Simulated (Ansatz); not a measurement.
# Σ11 (332) boundary in bcc W: structure and resistance, part 3 of 3

Aim: the relaxed structure and the specific resistance of the Σ11 (332) boundary in bcc W.

Ansatz 0.2.0; Ansatz plane-wave DFT, LDA, PAW files; relaxation of a bicrystal slab with its lowest layers held; PAW set soft_1 (the session's first sound run).

So far. Step 3 (Transmission across the boundary): Over the solved energies the transmission per spin lies between 1.21 and 1.32, out of 2.90 channels of the lead on average (up to 3.12). Step 4 (Specific resistance): Averaged over the energies near the Fermi level, 43.3 % of the channels pass, which makes 1.37 fΩ m².

## Step 5: Single-crystal slab for reference

This step: Ansatz plane-wave DFT, LDA, PAW files; relaxation of a single-crystal slab with its lowest layers held; PAW set soft_1 (Ansatz 0.2.0).

System of this step: W slab, plane (3, 3, 2). The cell holds 29 atoms: 29 W. Cell: a = 4.476 Å, b = 5.248 Å, c = 29.893 Å, α = 90.0°, β = 90.0°, γ = 90.0°. It derives from W. Vacuum lies along c.

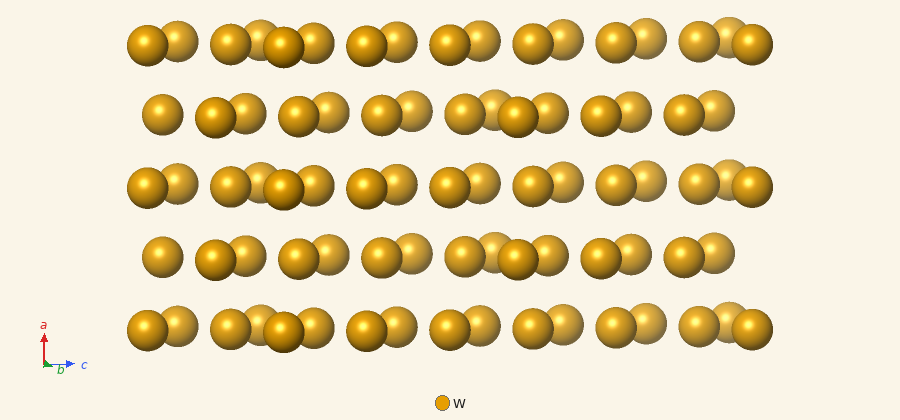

The cell of this step (tungsten orange). 2×1×1 cells are drawn. Some periodic images of atoms are drawn too.

input.yaml reads:

```yaml
crystal:
  lattice:
    - [4.4757030822, 0.0, 0.0]
    - [0.0, 5.2482270683, 0.0]
    - [0.0, 0.0, 29.8926535588]
  atoms:
    - { symbol: W, position: [0.0, 0.6363636364, 0.1672651774] }
    - { symbol: W, position: [0.5, 0.3636363637, 0.1898371992] }
    - { symbol: W, position: [0.0, 0.090909091, 0.2124092209] }
    - { symbol: W, position: [0.5, 0.8181818182, 0.2349812427] }
    - { symbol: W, position: [0.0, 0.5454545455, 0.2575532645] }
    - { symbol: W, position: [0.5, 0.2727272728, 0.2801252863] }
    - { symbol: W, position: [0.0, 0.0, 0.302697308] }
    - { symbol: W, position: [0.5, 0.7272727273, 0.3252693298] }
    - { symbol: W, position: [0.0, 0.4545454546, 0.3478413516] }
    - { symbol: W, position: [0.5, 0.1818181819, 0.3704133734] }
    - { symbol: W, position: [0.0, 0.9090909091, 0.3929853952] }
    - { symbol: W, position: [0.5, 0.6363636364, 0.4155574169] }
    - { symbol: W, position: [0.0, 0.3636363637, 0.4381294387] }
    - { symbol: W, position: [0.5, 0.0909090909, 0.4607014605] }
    - { symbol: W, position: [0.0, 0.8181818182, 0.4832734823] }
    - { symbol: W, position: [0.5, 0.5454545455, 0.505845504] }
    - { symbol: W, position: [0.0, 0.2727272727, 0.5284175258] }
    - { symbol: W, position: [0.5, 0.0, 0.5509895476] }
    - { symbol: W, position: [0.0, 0.7272727273, 0.5735615694] }
    - { symbol: W, position: [0.5, 0.4545454546, 0.5961335911] }
    - { symbol: W, position: [0.0, 0.1818181818, 0.6187056129] }
    - { symbol: W, position: [0.5, 0.9090909091, 0.6412776347] }
    - { symbol: W, position: [0.0, 0.6363636364, 0.6638496565] }
    - { symbol: W, position: [0.5, 0.3636363636, 0.6864216783] }
    - { symbol: W, position: [0.0, 0.0909090909, 0.7089937] }
    - { symbol: W, position: [0.5, 0.8181818182, 0.7315657218] }
    - { symbol: W, position: [0.0, 0.5454545455, 0.7541377436] }
    - { symbol: W, position: [0.5, 0.2727272727, 0.7767097654] }
    - { symbol: W, position: [0.0, 0.0, 0.7992817871] }
kpoints:
  mp_grid: { grid: [5, 5, 1] }
hamiltonian:
  xc: lda
  pseudopotentials: { kind: paw, azcp: { folder: soft_1 }, xc_functional: pbe }
scf:
  occupations: { method: fermi_dirac, width: 0.1 }
relax:
  f_tol: 0.03
  max_steps: 80
  constraints: [{ sites: [0, 1, 2, 3, 4] }]
```

Started as:

```console
$ ansatz run input.yaml --threads 4 --pin off --max-ram 15360MiB --backend cpu --events-out ev --progress --plain --runs-dir out
```

Numbers of over 12 decimals in the logs are rounded to 6 here.

The program printed:

```text
Warning: crystal.symmetry: narrowed to the stabiliser of the relax constraints — unitary ops 4 → 2; lowered at sites 0, 1, 2, 3, 4, 24, 25, 26, 27, 28 (the operations that carried what is held of a site onto what its image site leaves free; the constrained walk keeps no symmetry that its constraints do not admit)
[...]
Crystal: 29 atoms, lattice volume = 702.164 Å³
Basis set: ecut = 420 eV, 13769 PW (Γ)
Bands: 244, of which v1, the nominal top of the filled ones, is band 203 counted from 1 (202 counted from 0)
Symmetry: 2 space group operations
k-points: 9 of 25 (time reversal used)
[...]
SCF iter   1: F=—  HF=-293789.546287 eV  |F-HF|=—  |Δ(HF+E_count)|=         —  Δρ=5.57e-2  dr2=2.40e2  ethr=3.10e-3  ⟨swp⟩=8.6  Hψ=10233  notcnv=0
[...]
SCF iter   9: F=-293776.656060 eV  HF=-293776.656063 eV  |F-HF|=2.56e-6  |Δ(HF+E_count)|=   9.37e-6  Δρ=1.63e-5  dr2=5.69e-6  ethr=5.54e-9  ⟨swp⟩=5.3  Hψ=7152  notcnv=0
SCF 1 converged in 9 iterations: F = -293776.656060 eV  dr2 = 5.69e-6
[...]
relax step   1: F+E_penalty+E_count = -293776.65606033 eV  Δ(F+E_penalty+E_count) = +0.000e0 eV  max|allowed force component| = 3.255e0 eV/Å  Δτ_max = 0.0000 Å  (9 SCF iters, dr2 threshold 2.25e-5 eV, accepted)
[...]
SCF iter   6: F=-293777.287933 eV  HF=-293777.287956 eV  |F-HF|=2.28e-5  |Δ(HF+E_count)|=   6.99e-6  Δρ=3.12e-5  dr2=2.92e-5  ethr=6.90e-9  ⟨swp⟩=2.8  Hψ=8165  notcnv=0
SCF 2 converged in 6 iterations: F = -293777.287933 eV  dr2 = 2.92e-5
relax step   2: F+E_penalty+E_count = -293777.28793301 eV  Δ(F+E_penalty+E_count) = -6.319e-1 eV  max|allowed force component| = 7.950e-1 eV/Å  Δτ_max = 0.1950 Å  (6 SCF iters, dr2 threshold 1.00e-4 eV, accepted)
[...]
SCF iter   7: F=-293777.503758 eV  HF=-293777.503763 eV  |F-HF|=5.08e-6  |Δ(HF+E_count)|=   4.81e-6  Δρ=1.49e-5  dr2=6.72e-6  ethr=9.73e-9  ⟨swp⟩=5.0  Hψ=7070  notcnv=0
SCF 3 converged in 7 iterations: F = -293777.503758 eV  dr2 = 6.72e-6
relax step   3: F+E_penalty+E_count = -293777.50375806 eV  Δ(F+E_penalty+E_count) = -2.158e-1 eV  max|allowed force component| = 2.731e-1 eV/Å  Δτ_max = 0.1946 Å  (7 SCF iters, dr2 threshold 3.95e-5 eV, accepted)
[...]
relax step   4: F+E_penalty+E_count = -293777.59626707 eV  Δ(F+E_penalty+E_count) = -9.251e-2 eV  max|allowed force component| = 1.014e-1 eV/Å  Δτ_max = 0.1910 Å  (8 SCF iters, dr2 threshold 4.66e-6 eV, accepted)
[...]
relax step   5: F+E_penalty+E_count = -293777.59896719 eV  Δ(F+E_penalty+E_count) = -2.700e-3 eV  max|allowed force component| = 4.558e-2 eV/Å  Δτ_max = 0.0237 Å  (6 SCF iters, dr2 threshold 1.21e-6 eV, accepted)
SCF iter   1: F=—  HF=-293777.600479 eV  |F-HF|=—  |Δ(HF+E_count)|=         —  Δρ=5.60e-4  dr2=1.79e-3  ethr=1.75e-5  ⟨swp⟩=2.0  Hψ=3594  notcnv=0
[...]
SCF iter   6: F=-293777.599461 eV  HF=-293777.599461 eV  |F-HF|=1.20e-8  |Δ(HF+E_count)|=   3.38e-9  Δρ=1.22e-6  dr2=2.29e-8  ethr=2.46e-11  ⟨swp⟩=5.0  Hψ=7172  notcnv=0
SCF 6 converged in 6 iterations: F = -293777.599461 eV  dr2 = 2.29e-8
relax step   6: F+E_penalty+E_count = -293777.59946067 eV  Δ(F+E_penalty+E_count) = -4.935e-4 eV  max|allowed force component| = 6.364e-3 eV/Å  Δτ_max = 0.0077 Å  (6 SCF iters, accepted)
SCF converged after 6 iterations
Free energy (F): -293777.599461 eV
[...]
Internal energy: -293776.993841 eV  (E = F + TS)
E sigma→0 (E₀):  -293777.296651 eV
Entropy (-TS):   -0.605619 eV (-20.883 meV/atom)
Fermi energy:    12.954968 eV
[...]
--- Forces (eV/Å), atoms counted from 1 ---
  atom   1  W      0.00000000    -0.86388714     3.20822383
  atom   2  W      0.00000000     1.17384824     0.82006713
  atom   3  W     -0.00000000    -0.51701844    -0.49466977
  atom   4  W     -0.00000000     0.03347023    -1.75598328
  atom   5  W     -0.00000000     0.15581141    -1.78130807
  atom   6  W      0.00000000     0.00206436     0.00626226
  atom   7  W     -0.00000000    -0.00060070     0.00024601
  atom   8  W      0.00000000    -0.00123551    -0.00089689
  atom   9  W      0.00000000     0.00150857     0.00368547
  atom  10  W      0.00000000    -0.00003708    -0.00284536
  atom  11  W     -0.00000000    -0.00099146     0.00118254
  atom  12  W      0.00000000     0.00120323    -0.00197848
  atom  13  W     -0.00000000     0.00184497     0.00361577
  atom  14  W     -0.00000000    -0.00067144    -0.00450811
  atom  15  W     -0.00000000     0.00054395     0.00203712
  atom  16  W      0.00000000     0.00059431    -0.00006844
  atom  17  W      0.00000000     0.00237676    -0.00046231
  atom  18  W      0.00000000    -0.00041969    -0.00258270
  atom  19  W      0.00000000     0.00272587     0.00240764
  atom  20  W      0.00000000     0.00031939    -0.00274310
  atom  21  W     -0.00000000     0.00231620    -0.00028687
  atom  22  W      0.00000000    -0.00248147    -0.00013227
  atom  23  W      0.00000000     0.00451230     0.00199222
  atom  24  W      0.00000000    -0.00249994     0.00135689
  atom  25  W      0.00000000     0.00377965    -0.00578279
  atom  26  W     -0.00000000     0.00261442     0.00337443
  atom  27  W      0.00000000     0.00394139    -0.00193083
  atom  28  W      0.00000000    -0.00463905    -0.00469435
  atom  29  W     -0.00000000     0.00104182     0.00636353
  max |Σ_I F_I| component: 5.88e-5 eV/Å
--- Relaxed structure (6 steps of the walk, 6 accepted, 0 SCFs on fresh bases) ---
  F+E_penalty+E_count = -293777.59946067 eV   max|allowed force component| = 6.364e-3 eV/Å
  atoms:
    - { symbol: W, position: [0.0, 0.636364, 0.167265] }
    - { symbol: W, position: [0.500000, 0.363636, 0.189837] }
    - { symbol: W, position: [0.0, 0.090909, 0.212409] }
    - { symbol: W, position: [0.500000, 0.818182, 0.234981] }
    - { symbol: W, position: [0.0, 0.545455, 0.257553] }
    - { symbol: W, position: [0.500000, 0.275622, 0.277370] }
    - { symbol: W, position: [-1.4765379262322693e-18, 0.00105451, 0.300521] }
    - { symbol: W, position: [0.500000, 0.728666, 0.322927] }
    - { symbol: W, position: [-1.6882908082393303e-18, 0.454698, 0.345538] }
    - { symbol: W, position: [0.500000, 0.183447, 0.367324] }
    - { symbol: W, position: [-2.436928597708109e-18, 0.909832, 0.389569] }
    - { symbol: W, position: [0.500000, 0.638642, 0.411823] }
    - { symbol: W, position: [-2.835133685473771e-18, 0.365567, 0.433967] }
    - { symbol: W, position: [0.500000, 0.092773, 0.456205] }
    - { symbol: W, position: [-3.343658244012496e-18, 0.820145, 0.478419] }
    - { symbol: W, position: [0.500000, 0.547233, 0.500667] }
    - { symbol: W, position: [-3.878709231496273e-18, 0.274619, 0.522855] }
    - { symbol: W, position: [0.500000, 0.00121535, 0.544952] }
    - { symbol: W, position: [-4.211079436116626e-18, 0.731515, 0.567138] }
    - { symbol: W, position: [0.500000, 0.457116, 0.589219] }
    - { symbol: W, position: [-5.286352582747853e-18, 0.185710, 0.610893] }
    - { symbol: W, position: [0.500000, 0.911151, 0.634321] }
    - { symbol: W, position: [-4.948342106805788e-18, 0.640421, 0.656464] }
    - { symbol: W, position: [0.500000, 0.365553, 0.678596] }
    - { symbol: W, position: [-6.081558610768456e-18, 0.096587, 0.699795] }
    - { symbol: W, position: [0.500000, 0.816754, 0.725407] }
    - { symbol: W, position: [-6.089065047296925e-18, 0.555851, 0.744101] }
    - { symbol: W, position: [0.500000, 0.276489, 0.762825] }
    - { symbol: W, position: [-1.0969795812888176e-17, 0.020913, 0.780816] }
```

It took 6.3 min on 4 threads of Arm Neoverse V1, shared host; peak memory 3.4 GiB; 25 min of CPU time.

The steps of the relaxation:

| step | energy less that of the first step (eV) | largest force component (eV/Å) |
| --- | --- | --- |
| 1 | 0.0000 | 3.2547 |
| 2 | -0.6319 | 0.7950 |
| 3 | -0.8477 | 0.2731 |
| 4 | -0.9402 | 0.1014 |
| 5 | -0.9429 | 0.0456 |
| 6 | -0.9434 | 0.0064 |

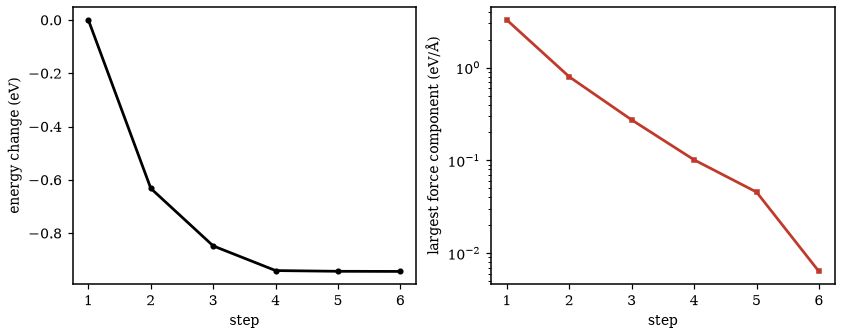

Energy and largest force along the relaxation.

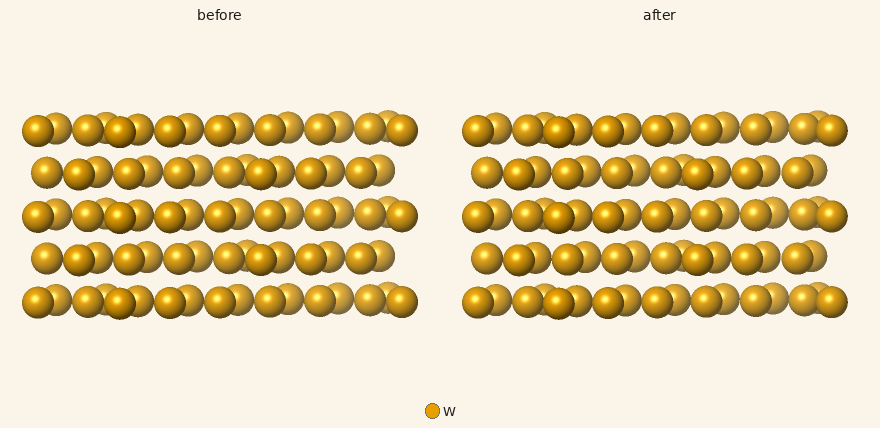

Before and after, at one scale.

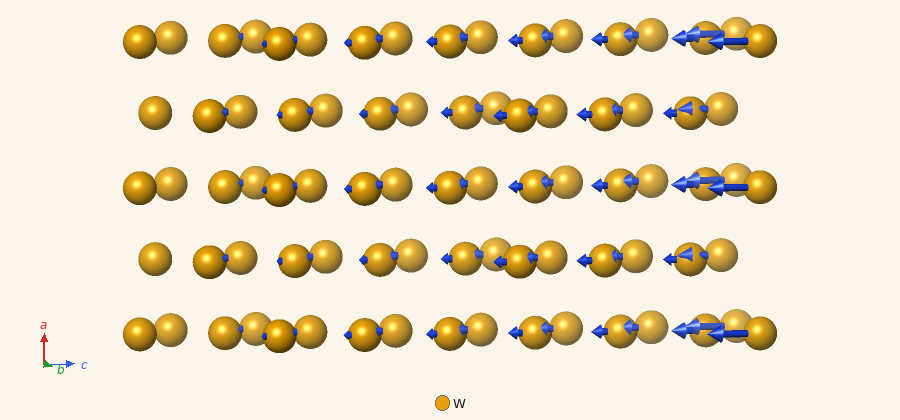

Displacements in the relaxation, exaggerated; the longest in the cell stands for 0.56 Å. 2×1×1 cells are drawn. Some periodic images of atoms are drawn too.

The atoms that moved most (Å):

| atom | dx | dy | dz | length |
| --- | --- | --- | --- | --- |
| W29 | 0.000 | 0.110 | -0.552 | 0.563 |
| W28 | 0.000 | 0.020 | -0.415 | 0.416 |
| W27 | 0.000 | 0.055 | -0.300 | 0.305 |
| W25 | 0.000 | 0.030 | -0.275 | 0.277 |
| W21 | 0.000 | 0.020 | -0.234 | 0.234 |
| W24 | 0.000 | 0.010 | -0.234 | 0.234 |
| W23 | 0.000 | 0.021 | -0.221 | 0.222 |
| W22 | 0.000 | 0.011 | -0.208 | 0.208 |

The relaxed structure:

```cif
data_structure
_symmetry_space_group_name_H-M 'P 1'
_symmetry_Int_Tables_number 1
_cell_length_a 4.4757
_cell_length_b 5.2482
_cell_length_c 29.8927
_cell_angle_alpha 90.000
_cell_angle_beta 90.000
_cell_angle_gamma 90.000
_cell_volume 702.16
loop_
_atom_site_label
_atom_site_type_symbol
_atom_site_fract_x
_atom_site_fract_y
_atom_site_fract_z
_atom_site_occupancy
W1 W 0.00000 0.63636 0.16727 1
W2 W 0.50000 0.36364 0.18984 1
W3 W 0.00000 0.09091 0.21241 1
W4 W 0.50000 0.81818 0.23498 1
W5 W 0.00000 0.54545 0.25755 1
W6 W 0.50000 0.27562 0.27737 1
W7 W 0.00000 0.00105 0.30052 1
W8 W 0.50000 0.72867 0.32293 1
W9 W 0.00000 0.45470 0.34554 1
W10 W 0.50000 0.18345 0.36732 1
W11 W 0.00000 0.90983 0.38957 1
W12 W 0.50000 0.63864 0.41182 1
W13 W 0.00000 0.36557 0.43397 1
W14 W 0.50000 0.09277 0.45621 1
W15 W 0.00000 0.82015 0.47842 1
W16 W 0.50000 0.54723 0.50067 1
W17 W 0.00000 0.27462 0.52285 1
W18 W 0.50000 0.00122 0.54495 1
W19 W 0.00000 0.73151 0.56714 1
W20 W 0.50000 0.45712 0.58922 1
W21 W 0.00000 0.18571 0.61089 1
W22 W 0.50000 0.91115 0.63432 1
W23 W 0.00000 0.64042 0.65646 1
W24 W 0.50000 0.36555 0.67860 1
W25 W 0.00000 0.09659 0.69980 1
W26 W 0.50000 0.81675 0.72541 1
W27 W 0.00000 0.55585 0.74410 1
W28 W 0.50000 0.27649 0.76283 1
W29 W 0.00000 0.02091 0.78082 1
```

This step gave:

| Property | Result |
| --- | --- |
| free energy | -293777.5995 eV |
| energy at zero smearing | -293777.2967 eV |
| Fermi energy | 12.95 eV |

The largest force component on a free atom ends at 0.0064 eV/Å, under the tolerance of 0.03, after 6 steps.

## Step 6: Bulk reference

This step: Ansatz plane-wave DFT, LDA, PAW files; bulk reference; PAW set soft_1 (Ansatz 0.2.0).

System of this step: W. The structure is cubic, space group Im-3m (No. 229). Conventional cell: a = 3.165 Å, b = 3.165 Å, c = 3.165 Å, α = 90.00°, β = 90.00°, γ = 90.00°. Nearest to W lie 8 W at 2.74 Å.

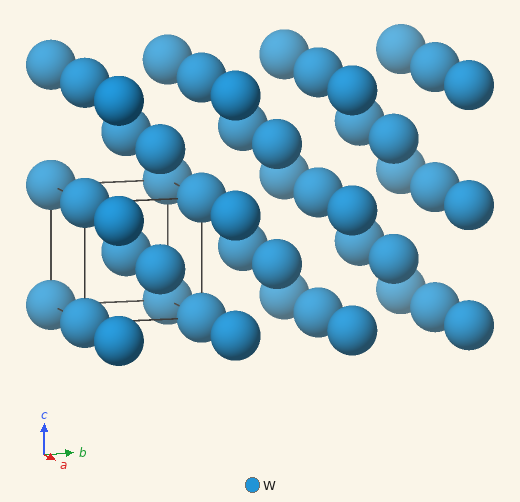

The cell of this step (tungsten blue). 2×3×2 conventional cells are drawn. Some periodic images of atoms are drawn too.

input.yaml, the sections that differ from step 5:

```yaml
crystal:
  lattice:
    - [-1.5824, 1.5824, 1.5824]
    - [1.5824, -1.5824, 1.5824]
    - [1.5824, 1.5824, -1.5824]
  atoms:
    - { symbol: W, position: [0.0, 0.0, 0.0] }
kpoints:
  mp_grid: { grid: [19, 19, 19] }
# hamiltonian, scf: as in step 5
# relax: removed
```

The program printed:

```text
[...]
Crystal: 1 atoms, lattice volume = 15.849 Å³
Basis set: ecut = 420 eV, 321 PW (Γ)
Bands: 11, of which v1, the nominal top of the filled ones, is band 7 counted from 1 (6 counted from 0)
Symmetry: 48 space group operations
[...]
k-points: 220 of 6859
[...]
SCF iter   1: F=—  HF=-10130.893599 eV  |F-HF|=—  |Δ(HF+E_count)|=         —  Δρ=6.13e-2  dr2=5.01e-1  ethr=3.10e-3  ⟨swp⟩=5.0  Hψ=12591  notcnv=0
[...]
SCF iter   6: F=-10130.683163 eV  HF=-10130.683163 eV  |F-HF|=1.87e-10  |Δ(HF+E_count)|=   2.00e-8  Δρ=1.35e-6  dr2=2.42e-10  ethr=3.46e-10  ⟨swp⟩=1.0  Hψ=6682  notcnv=0
SCF 1 converged in 6 iterations: F = -10130.683163 eV  dr2 = 2.42e-10
[...]
SCF converged after 6 iterations
Free energy (F): -10130.683163 eV
[...]
Internal energy: -10130.668817 eV  (E = F + TS)
E sigma→0 (E₀):  -10130.675990 eV
Entropy (-TS):   -0.014345 eV (-14.345 meV/atom)
Fermi energy:    22.048878 eV
[...]
```

Wall time 0.79 s (4 threads); peak memory 0.27 GiB; 2.1 s of CPU time.

Numbers from this step:

* free energy: -10130.6832 eV
* energy at zero smearing: -10130.6760 eV
* Fermi energy: 22.05 eV

## Step 7: Boundary energy

This step: Ansatz plane-wave DFT, LDA, PAW files; bicrystal less single-crystal slab less bulk atoms, a boundary area; PAW set soft_1 (Ansatz 0.2.0).

This step gave:

- excess energy of the cell: 3.608 eV
- boundary energy: 2.461 J/m²

The boundary costs 2.5 J/m².

By hand: 3.61 eV / 23.49 Å² × 16.02 = 2.46 J/m².

## Step 8: Outcome

```yaml
specific_resistance_of_the_boundary: 1.37 fΩ m²
share_of_channels_that_pass: 0.433
boundary_energy: 2.46 J/m²
```

The boundary has a specific resistance of 1.4 fΩ m² and an energy of 2.5 J/m². The boundary reflects 57 % of the channels; 1.4 fΩ m² is 14×10⁻¹² Ω·cm². That equals the resistance of 25 nm of bulk W at 300 K (measured 5.44 µΩ cm, CRC Handbook of Chemistry and Physics, 84th ed., 2003, Electrical Resistivity of Pure Metals). One starting structure was relaxed; another shift or atom count at the boundary may lie lower. Spin-orbit coupling is left out, which matters for W.

[Logs are printed without paths, hosts, clocks, repeated set-up lines and the standing remarks that a program may print on its own settings, such as how far it seeks lower states.]

[Hosts, paths, dates, database ids (printed as entryN), source tags and the programs' standing remarks are cut or masked in the printed files.]
